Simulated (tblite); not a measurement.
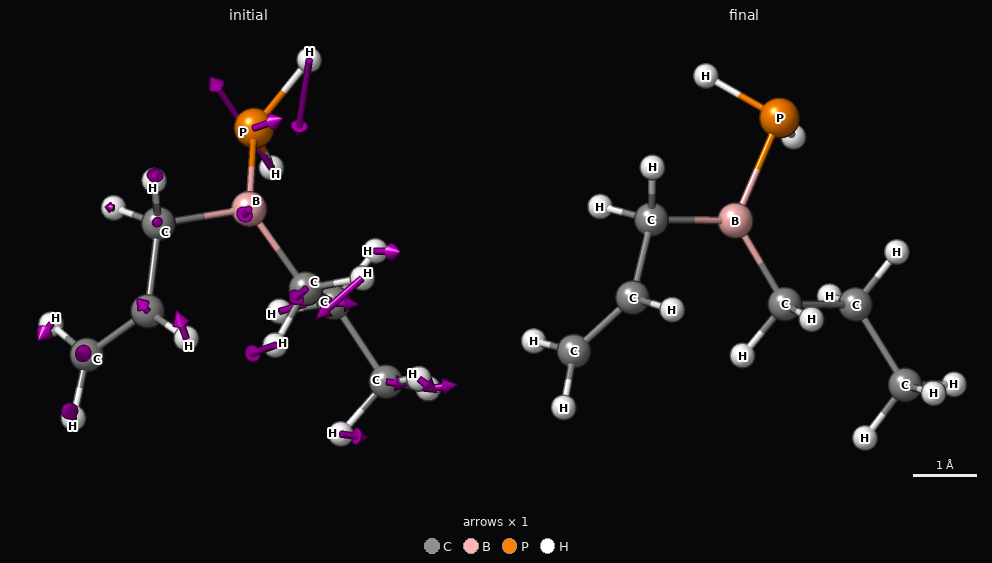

The structure of C₆H₁₄BP before (left) and after (right) a relaxation, at one scale. The purple arrows give the displacements, at their true length.

The picture is a ball-and-stick view, seen at a tilt.

All numbers below come from tblite, GFN2-xTB geometry optimisation, gas phase. 

What changed between the two?

Answer. An H atom moves most after the best rigid fit: 2.32 Å. Largest moves by element: H 2.32 Å, P 0.67 Å, C 0.55 Å, B 0.46 Å. Near-neighbour distances that change, for instance: H–P 1.457 → 1.383 Å, H–P 1.439 → 1.380 Å, B–P 1.926 → 1.891 Å, C–H 1.122 → 1.088 Å. Bond angles that change, for instance: H–P–H 113.0° → 94.9°, B–P–H 113.3° → 99.3°, B–P–H 110.9° → 99.0°. Groups turn about C–C by about 20°. The energy falls by 1.801 eV in 194 geometry steps. The run took 1.8 s on 1 thread of Arm Neoverse V1, with other jobs on the host.
